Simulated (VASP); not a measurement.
# A VASP study of TlNi2S2 (LDA + U): structure first, properties next, part 2 of 13

Aim: relax TlNi2S2, then compute properties on the relaxed cell. The start is a cell from a database of measured crystal structures.

VASP 6.6.1, plane waves and PAW; the level of theory is named at each step.

Still holding for the runs below: The k-mesh is coarse for a metal.

So far. Step 2 (Magnetic order: ferromagnetic): The run ends ferromagnetic with a largest moment of 0.86 μB, and the mesh shows no gap.

## 3. Magnetic order: antiferromagnetic within the cell

This step: LDA, DFT+U (Ni d 5 eV), spin-polarised from an antiferromagnetic start; plane waves and PAW (Tl_d, Ni, S) (VASP 6.6.1).

Next, a pattern with opposite moments.

INCAR

```
SYSTEM = TlNi2S2
PREC = Accurate
ENCUT = 400
EDIFF = 1E-06
NELM = 100
ISMEAR = 0
SIGMA = 0.05
LREAL = .FALSE.
ALGO = Normal
GGA = CA
NBANDS = 31
ISPIN = 2
MAGMOM = 0 1 -1 0 0
LDAU = .TRUE.
LDAUTYPE = 2
LDAUL = -1 2 -1
LDAUU = 0 5 0
LDAUJ = 0 0 0
LDAUPRINT = 1
LASPH = .TRUE.
LMAXMIX = 4
LORBIT = 11
LWAVE = .FALSE.
LCHARG = .FALSE.
KPAR = 8
ISIF = 2
```

POSCAR

```
TlNi2S2
1.0
    0.0000000000     -3.7920000000      0.0000000000
   -3.7920000000      0.0000000000      0.0000000000
    1.8960000000     -1.8960000000     -6.3850000000
Tl Ni S
1 2 2
Direct
    0.0000000000      0.0000000000      0.0000000000
    0.7500000000      0.7500000000      0.5000000000
    0.2500000000      0.2500000000      0.5000000000
    0.3600000000      0.6400000000      0.2800000000
    0.6400000000      0.3600000000      0.7200000000
```

KPOINTS

```
Automatic mesh
0
Gamma
6 6 6
0 0 0
```

The projector-augmented-wave data sets are Tl_d, Ni and S (LDA family, release 64).

Command:

```bash
$ mpirun -np 8 vasp_std
```

Log:

```text
[banner, memory and clock lines left out]
running    8 mpi-ranks, on    1 nodes
 distrk:  each k-point on    1 cores,    8 groups
 distr:  one band on    1 cores,    1 groups

 POSCAR found type information on POSCAR TlNiS
 POSCAR found :  3 types and       5 ions
 [... a notice as in an earlier step ...]

 LDA part: xc-table for (Slater(with rela. corr.)+CA(PZ))
 , standard interpolation
 POSCAR, INCAR and KPOINTS ok, starting setup
 FFT: planning ... GRIDC
 FFT: planning ... GRID_SOFT
 FFT: planning ... GRID
 WAVECAR not read
 entering main loop
       N       E                     dE             d eps       ncg     rms          rms(c)
DAV:   1     0.290474810400E+03    0.29047E+03   -0.17591E+04  3720   0.127E+03
DAV:   2     0.324502400307E+01   -0.28723E+03   -0.27376E+03  3860   0.312E+02
DAV:   3    -0.205902055068E+02   -0.23835E+02   -0.23357E+02  4399   0.102E+02
DAV:   4    -0.212745765757E+02   -0.68437E+00   -0.68227E+00  4203   0.170E+01
DAV:   5    -0.212937910022E+02   -0.19214E-01   -0.19210E-01  4506   0.300E+00    0.142E+01
DAV:   6    -0.215793035689E+02   -0.28551E+00   -0.10277E+01  4387   0.483E+01    0.128E+01
DAV:   7    -0.205977319629E+02    0.98157E+00   -0.54632E+00  4381   0.425E+01    0.564E+00
DAV:   8    -0.206851578149E+02   -0.87426E-01   -0.98374E-01  5158   0.667E+00    0.341E+00
DAV:   9    -0.207173781508E+02   -0.32220E-01   -0.20610E-01  5178   0.518E+00    0.233E+00
DAV:  10    -0.207461584821E+02   -0.28780E-01   -0.21978E-01  5835   0.605E+00    0.175E+00
DAV:  11    -0.207866296363E+02   -0.40471E-01   -0.37276E-01  5611   0.765E+00    0.100E+00
DAV:  12    -0.207985014898E+02   -0.11872E-01   -0.15719E-01  5660   0.499E+00    0.354E-01
DAV:  13    -0.208016982153E+02   -0.31967E-02   -0.28953E-02  4357   0.117E+00    0.359E-01
DAV:  14    -0.208016309110E+02    0.67304E-04   -0.15503E-03  5092   0.418E-01    0.242E-01
DAV:  15    -0.208015464969E+02    0.84414E-04   -0.69140E-04  5073   0.496E-01    0.898E-02
DAV:  16    -0.208015696328E+02   -0.23136E-04   -0.11549E-03  5705   0.429E-01    0.397E-02
DAV:  17    -0.208015898759E+02   -0.20243E-04   -0.14769E-04  4920   0.981E-02    0.194E-02
DAV:  18    -0.208015964081E+02   -0.65322E-05   -0.47652E-05  5781   0.839E-02    0.735E-03
DAV:  19    -0.208015973345E+02   -0.92635E-06   -0.13121E-05  5277   0.366E-02    0.408E-03
DAV:  20    -0.208015972446E+02    0.89902E-07   -0.24539E-06  2317   0.157E-02
   1 F= -.20801597E+02 E0= -.20800177E+02  d E =-.283951E-02  mag=     0.0000
```

Run time: 31 s. Hardware: 8 MPI ranks of AMD EPYC 7R43, shared host; peak memory 1.9 GiB.

OUTCAR, selected parts (step 3):

```text
The static configuration has the point symmetry D_4h.

 Found     30 irreducible k-points:

   k-points           NKPTS =     30   k-points in BZ     NKDIM =     30   number of bands    NBANDS=     31

   NELECT =      45.0000    total number of electrons

atom =   2  type =  2  l = 2

 onsite density matrix

spin component  1

  0.9360  0.0000 -0.0000 -0.0000 -0.0000
  0.0000  0.9642 -0.0000  0.0000  0.0000
 -0.0000 -0.0000  0.9510 -0.0000  0.0000
 -0.0000  0.0000 -0.0000  0.9642  0.0000
 -0.0000  0.0000  0.0000  0.0000  0.9259

spin component  2

  0.9399 -0.0000 -0.0000  0.0000  0.0000
 -0.0000  0.4793  0.0000 -0.0000 -0.0000
 -0.0000  0.0000  0.9423  0.0000  0.0000
  0.0000 -0.0000  0.0000  0.4793  0.0000
  0.0000 -0.0000  0.0000  0.0000  0.9439

 occupancies and eigenvectors

  o =  0.4793  v =  0.0000  0.0000  0.0000  0.0000  0.0000  0.0000  0.1277 -0.0000  0.9918  0.0000      0.0000  0.0000  0.0000  0.0000  0.0000  0.0000  0.0000  0.0000  0.0000  0.0000
  o =  0.4793  v =  0.0000  0.0000  0.0000  0.0000  0.0000  0.0000 -0.9918 -0.0000  0.1277  0.0000      0.0000  0.0000  0.0000  0.0000  0.0000  0.0000  0.0000  0.0000  0.0000  0.0000
  o =  0.9259  v =  0.0000 -0.0000 -0.0000  0.0000 -1.0000  0.0000  0.0000  0.0000  0.0000  0.0000      0.0000  0.0000  0.0000  0.0000  0.0000  0.0000  0.0000  0.0000  0.0000  0.0000
  o =  0.9360  v =  1.0000  0.0000  0.0000  0.0000  0.0000  0.0000  0.0000  0.0000  0.0000  0.0000      0.0000  0.0000  0.0000  0.0000  0.0000  0.0000  0.0000  0.0000  0.0000  0.0000
  o =  0.9399  v =  0.0000  0.0000  0.0000  0.0000  0.0000  1.0000  0.0000  0.0000  0.0000  0.0000      0.0000  0.0000  0.0000  0.0000  0.0000  0.0000  0.0000  0.0000  0.0000  0.0000
  o =  0.9423  v =  0.0000  0.0000  0.0000  0.0000  0.0000  0.0000  0.0000 -1.0000 -0.0000 -0.0000      0.0000  0.0000  0.0000  0.0000  0.0000  0.0000  0.0000  0.0000  0.0000  0.0000
  o =  0.9439  v =  0.0000  0.0000  0.0000  0.0000  0.0000  0.0000 -0.0000  0.0000  0.0000 -1.0000      0.0000  0.0000  0.0000  0.0000  0.0000  0.0000  0.0000  0.0000  0.0000  0.0000
  o =  0.9510  v =  0.0000  0.0000  1.0000  0.0000 -0.0000  0.0000  0.0000  0.0000  0.0000  0.0000      0.0000  0.0000  0.0000  0.0000  0.0000  0.0000  0.0000  0.0000  0.0000  0.0000
  o =  0.9642  v =  0.0000  0.7736 -0.0000  0.6337  0.0000  0.0000  0.0000  0.0000  0.0000  0.0000      0.0000  0.0000  0.0000  0.0000  0.0000  0.0000  0.0000  0.0000  0.0000  0.0000
  o =  0.9642  v =  0.0000 -0.6337  0.0000  0.7736  0.0000  0.0000  0.0000  0.0000  0.0000  0.0000      0.0000  0.0000  0.0000  0.0000  0.0000  0.0000  0.0000  0.0000  0.0000  0.0000

atom =   3  type =  2  l = 2

 onsite density matrix

spin component  1

  0.9399  0.0000 -0.0000  0.0000 -0.0000
  0.0000  0.4793  0.0000 -0.0000 -0.0000
 -0.0000  0.0000  0.9423  0.0000  0.0000
  0.0000 -0.0000  0.0000  0.4793  0.0000
 -0.0000 -0.0000  0.0000  0.0000  0.9439

spin component  2

  0.9360 -0.0000 -0.0000 -0.0000 -0.0000
 -0.0000  0.9642 -0.0000  0.0000 -0.0000
 -0.0000 -0.0000  0.9510 -0.0000 -0.0000
 -0.0000  0.0000 -0.0000  0.9642 -0.0000
 -0.0000 -0.0000 -0.0000 -0.0000  0.9259

 occupancies and eigenvectors

  o =  0.4793  v =  0.0000 -0.9918  0.0000  0.1277  0.0000  0.0000  0.0000  0.0000  0.0000  0.0000      0.0000  0.0000  0.0000  0.0000  0.0000  0.0000  0.0000  0.0000  0.0000  0.0000
  o =  0.4793  v =  0.0000 -0.1277  0.0000 -0.9918 -0.0000  0.0000  0.0000  0.0000  0.0000  0.0000      0.0000  0.0000  0.0000  0.0000  0.0000  0.0000  0.0000  0.0000  0.0000  0.0000
  o =  0.9259  v =  0.0000  0.0000  0.0000  0.0000  0.0000  0.0000  0.0000  0.0000 -0.0000 -1.0000      0.0000  0.0000  0.0000  0.0000  0.0000  0.0000  0.0000  0.0000  0.0000  0.0000
  o =  0.9360  v =  0.0000  0.0000  0.0000  0.0000  0.0000  1.0000  0.0000  0.0000  0.0000  0.0000      0.0000  0.0000  0.0000  0.0000  0.0000  0.0000  0.0000  0.0000  0.0000  0.0000
  o =  0.9399  v =  1.0000  0.0000  0.0000  0.0000  0.0000  0.0000  0.0000  0.0000  0.0000  0.0000      0.0000  0.0000  0.0000  0.0000  0.0000  0.0000  0.0000  0.0000  0.0000  0.0000
  o =  0.9423  v =  0.0000 -0.0000 -1.0000 -0.0000  0.0000  0.0000  0.0000  0.0000  0.0000  0.0000      0.0000  0.0000  0.0000  0.0000  0.0000  0.0000  0.0000  0.0000  0.0000  0.0000
  o =  0.9439  v =  0.0000  0.0000  0.0000 -0.0000  1.0000  0.0000  0.0000  0.0000  0.0000  0.0000      0.0000  0.0000  0.0000  0.0000  0.0000  0.0000  0.0000  0.0000  0.0000  0.0000
  o =  0.9510  v =  0.0000  0.0000  0.0000  0.0000  0.0000  0.0000  0.0000  1.0000 -0.0000  0.0000      0.0000  0.0000  0.0000  0.0000  0.0000  0.0000  0.0000  0.0000  0.0000  0.0000
  o =  0.9642  v =  0.0000  0.0000  0.0000  0.0000  0.0000  0.0000  0.0211 -0.0000 -0.9998  0.0000      0.0000  0.0000  0.0000  0.0000  0.0000  0.0000  0.0000  0.0000  0.0000  0.0000
  o =  0.9642  v =  0.0000  0.0000  0.0000  0.0000  0.0000  0.0000 -0.9998  0.0000 -0.0211 -0.0000      0.0000  0.0000  0.0000  0.0000  0.0000  0.0000  0.0000  0.0000  0.0000  0.0000

 E-fermi :   6.0299

 spin component 1
 k-point     1 :       0.0000    0.0000    0.0000
  band No.  band energies     occupation
    ...
     17       3.6737      1.00000
     18       3.8203      1.00000
     19       4.3755      1.00000
     20       4.5213      1.00000
     21       4.5213      1.00000
     22       6.0441      0.34438
     23       6.8087      0.00000
     24       6.8087      0.00000
     25       8.0511      0.00000
     26      10.6687      0.00000
    ...

 k-point     2 :       0.1667    0.0000    0.0000
  band No.  band energies     occupation
    ...
     18       3.6853      1.00000
     19       4.0839      1.00000
     20       4.6101      1.00000
     21       4.8854      1.00000
     22       5.9769      0.93335
     23       6.6957      0.00000
     24       6.8536      0.00000
     25       8.5860      0.00000
     26       9.5687      0.00000
     27      11.3536      0.00000
    ...

 k-point     3 :       0.3333    0.0000   -0.0000
  band No.  band energies     occupation
    ...
     18       3.3588      1.00000
     19       3.8027      1.00000
     20       4.4762      1.00000
     21       5.2956      1.00000
     22       5.6451      1.00000
     23       6.5493      0.00000
     24       6.8738      0.00000
     25       8.2615      0.00000
     26       9.4279      0.00000
     27      11.4720      0.00000
    ...

 k-point     4 :       0.5000    0.0000   -0.0000
  band No.  band energies     occupation
    ...
     18       3.2579      1.00000
     19       3.6508      1.00000
     20       3.9499      1.00000
     21       5.4342      1.00000
     22       5.5087      1.00000
     23       6.4531      0.00000
     24       6.8175      0.00000
     25       8.0073      0.00000
     26      10.5832      0.00000
     27      10.8253      0.00000
    ...

  Total       -6.1000594     -6.1000594     -3.5007305      0.0000000      0.0000000      0.0000000
  in kB     -106.4503486   -106.4503486    -61.0902218      0.0000000      0.0000000      0.0000000
  external PRESSURE =     -91.3303063 kB  Pullay stress =       0.0000000 kB

 POSITION                                       TOTAL-FORCE (eV/Angst)
 -----------------------------------------------------------------------------------
      0.00000      0.00000      0.00000        -0.000000      0.000000      0.000000
     -1.89600     -3.79200     -3.19250        -0.000000      0.000000      0.000000
      0.00000     -1.89600     -3.19250         0.000000     -0.000000      0.000000
     -1.89600     -1.89600     -1.78780         0.000000     -0.000000     -1.365440
      0.00000     -3.79200     -4.59720        -0.000000      0.000000      1.365440
 -----------------------------------------------------------------------------------
    total drift:                               -0.000000     -0.000000     -0.000000

  FREE ENERGIE OF THE ION-ELECTRON SYSTEM (eV)
  ---------------------------------------------------
  free  energy   TOTEN  =       -20.8015972446 eV

  energy  without entropy=      -20.7987577309  energy(sigma->0) =      -20.80017749

 total charge
# of ion       s       p       d       tot
------------------------------------------
    1        1.279   0.196   9.662  11.137
    2        0.379   0.409   8.497   9.284
    3        0.379   0.409   8.497   9.284
    4        1.339   2.304   0.000   3.642
    5        1.339   2.304   0.000   3.642
--------------------------------------------------
tot          4.714   5.621  26.655  36.990

 magnetization (x)
# of ion       s       p       d       tot
------------------------------------------
    1        0.000   0.000   0.000   0.000
    2        0.006   0.009   0.957   0.972
    3       -0.006  -0.009  -0.957  -0.972
    4        0.000   0.000   0.000   0.000
    5        0.000   0.000   0.000   0.000
--------------------------------------------------
tot          0.000   0.000  -0.000  -0.000

[... 7 parts as in an earlier step ...]

[... 4 further parts left out ...]
```

At this level the cell is under a tension of 9.1 GPa, so at these settings it is away from equilibrium.

Numbers from this step:

| Property | Result |
| --- | --- |
| electronic cycles | 20 |
| bands | 31 |
| free energy (TOTEN) | -20.80 eV |
| energy at zero smearing | -20.80 eV |
| Fermi energy | 6.030 eV |
| pressure | -9.133 GPa |

Spin moment in the PAW sphere by atom:

| atom | spin moment in the PAW sphere (μB) |
| --- | --- |
| Tl1 | 0.000 |
| Ni2 | 0.972 |
| Ni3 | -0.972 |
| S4 | 0.000 |
| S5 | 0.000 |

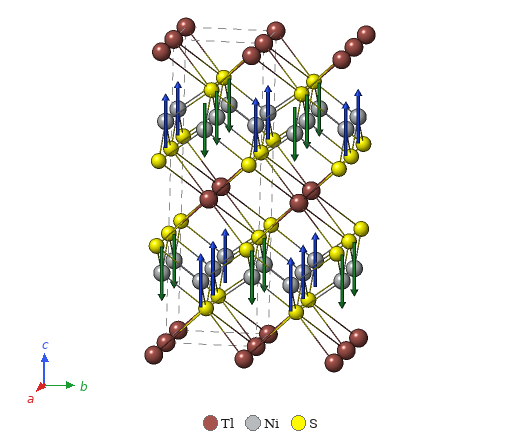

Spin moment in the PAW sphere as arrows, the longest 0.972 μB. Up and down stand for the sign. Arrows give size and sign along the axis of quantisation, drawn up and down the page. The two directions have two colours. 2×2×1 conventional cells are drawn. Some periodic images of atoms are drawn too.

Force by atom:

| atom | x (eV/Å) | y (eV/Å) | z (eV/Å) | size |
| --- | --- | --- | --- | --- |
| Tl1 | 0.00 | 0.00 | 0.00 | 0.00 |
| Ni2 | 0.00 | 0.00 | 0.00 | 0.00 |
| Ni3 | 0.00 | 0.00 | 0.00 | 0.00 |
| S4 | 0.00 | 0.00 | -1.37 | 1.37 |
| S5 | 0.00 | 0.00 | 1.37 | 1.37 |

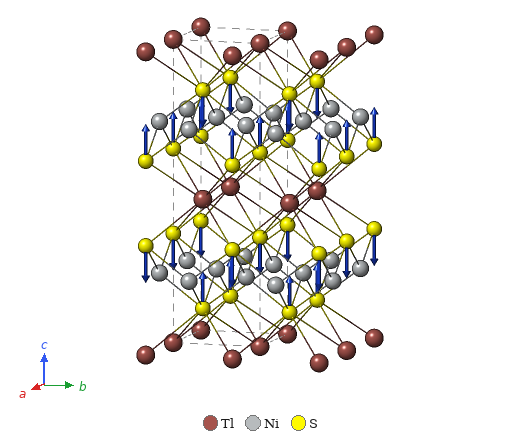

Force as arrows, the longest 1.37 eV/Å. 2×2×1 conventional cells are drawn. Some periodic images of atoms are drawn too.

The energy lies +22.6 meV an atom from the first pattern. The run ends antiferromagnetic with a largest moment of 0.97 μB, and the mesh shows no gap.

(Continued in part 3 of 13.)

[Lines on the potential files, build, host, timing and source positions are cut from VASP's logs without a mark.]

[Logs are printed without paths, hosts, clocks, repeated set-up lines and the standing remarks that a program may print on its own settings, such as how far it seeks lower states.]

[Hosts, paths, dates, database ids (printed as entryN), source tags and the programs' standing remarks are cut or masked in the printed files.]

[A measured line is paired with the nearest computed mode of its activity, which favours agreement.]

[In band tables of VASP the shares of atoms and orbitals are scaled to a sum of 1 inside the atoms' spheres.]
